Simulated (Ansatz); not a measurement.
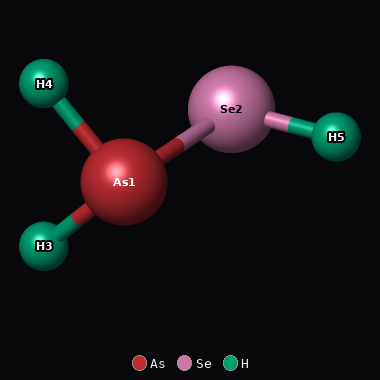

The system is AsH₃Se, SMILES [AsH2][SeH]; the picture shows the reference structure. The first coordinate is: angle H3–As1–H4; the second: angle H5–Se2–As1. Nothing is relaxed (all other coordinates rigid). Grid: 15 × 15 points. Points are written as (first, second). Energies are in kJ/mol, from the lowest grid point. Level of theory: Ansatz, RKS PBE-D4/def2-SVP.

Its coordinates:

```yaml
atoms:
  - { symbol: As, position_ang: [-0.3377, -0.8315, 0.2484] }
  - { symbol: Se, position_ang: [0.7374, 1.2977, -0.1119] }
  - { symbol: H, position_ang: [-0.2053, -1.2924, -1.2184] }
  - { symbol: H, position_ang: [-1.7618, -0.3046, -0.0268] }
  - { symbol: H, position_ang: [1.5675, 1.1308, 1.1086] }
```

Range: angle H3–As1–H4 from 55.7 to 125.7°; angle H5–Se2–As1 from 46.6 to 136.6°.

**What will the energy surface look like?**

The lowest grid point is at (90.7°, 91.6°). It is the only kind of minimum in the scanned range. The highest grid point, (55.7°, 46.6°), lies 207 kJ/mol above the lowest. Round the minimum the contours are nearly round: the two directions are equally stiff and uncoupled.

| angle H5–Se2–As1 ↓, angle H3–As1–H4 → | 55.7 | 60.7 | 65.7 | 70.7 | 75.7 | 80.7 | 85.7 | 90.7 | 95.7 | 100.7 | 105.7 | 110.7 | 115.7 | 120.7 | 125.7 |
| --- | --- | --- | --- | --- | --- | --- | --- | --- | --- | --- | --- | --- | --- | --- | --- |
| 136.6 | 185 | 164 | 145 | 130 | 118 | 109 | 104 | 101 | 102 | 106 | 113 | 123 | 135 | 150 | 167 |
| 130.1 | 161 | 139 | 120 | 105 | 93 | 84 | 78 | 76 | 77 | 81 | 88 | 98 | 110 | 125 | 142 |
| 123.7 | 139 | 117 | 98 | 83 | 71 | 62 | 57 | 54 | 55 | 59 | 66 | 76 | 89 | 103 | 121 |
| 117.3 | 120 | 98 | 79 | 64 | 52 | 43 | 38 | 36 | 37 | 41 | 48 | 58 | 70 | 85 | 103 |
| 110.8 | 104 | 82 | 64 | 48 | 36 | 28 | 22 | 20 | 22 | 26 | 33 | 43 | 56 | 71 | 88 |
| 104.4 | 92 | 70 | 52 | 37 | 25 | 16 | 11 | 9 | 11 | 15 | 22 | 32 | 45 | 60 | 78 |
| 98.0 | 84 | 63 | 44 | 29 | 17 | 9 | 4 | 2 | 4 | 8 | 16 | 26 | 39 | 54 | 72 |
| 91.6 | 80 | 59 | 41 | 26 | 15 | 6 | 2 | 0 | 2 | 6 | 14 | 24 | 37 | 53 | 71 |
| 85.1 | 81 | 60 | 42 | 28 | 16 | 9 | 4 | 3 | 4 | 9 | 17 | 27 | 40 | 56 | 74 |
| 78.7 | 87 | 66 | 49 | 34 | 23 | 16 | 11 | 10 | 12 | 17 | 25 | 35 | 48 | 64 | 82 |
| 72.3 | 98 | 78 | 61 | 47 | 36 | 28 | 24 | 23 | 25 | 30 | 38 | 48 | 61 | 77 | 95 |
| 65.8 | 115 | 95 | 78 | 65 | 54 | 47 | 43 | 42 | 43 | 48 | 56 | 66 | 79 | 95 | 112 |
| 59.4 | 138 | 119 | 102 | 88 | 78 | 70 | 66 | 65 | 67 | 72 | 79 | 89 | 101 | 116 | 134 |
| 53.0 | 168 | 149 | 132 | 118 | 108 | 100 | 96 | 94 | 96 | 100 | 107 | 116 | 128 | 142 | 159 |
| 46.6 | 207 | 187 | 170 | 156 | 145 | 137 | 132 | 130 | 131 | 134 | 140 | 149 | 160 | 174 | 190 |

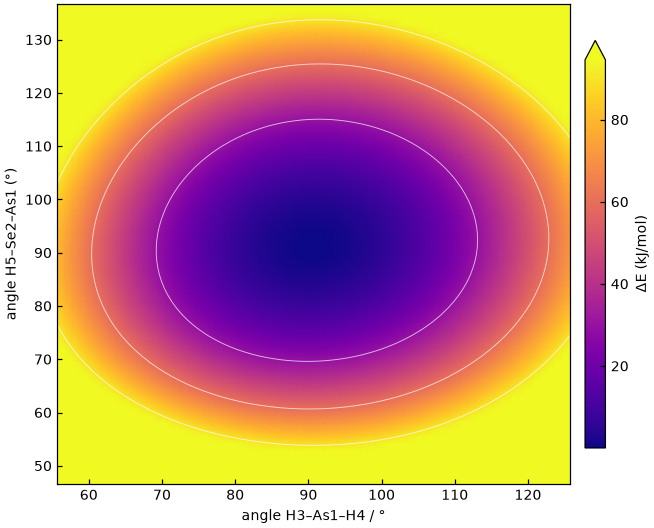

In the figure: a smooth colour map with a few white contour lines, one colour for all values above the top of the scale. Between grid points the surface is interpolated.

Time for the 225 points that were run: 18 min on 1 thread of Intel(R) Xeon(R) Processor @ 2.50GHz (Skylake/Cascade Lake) (shared host).
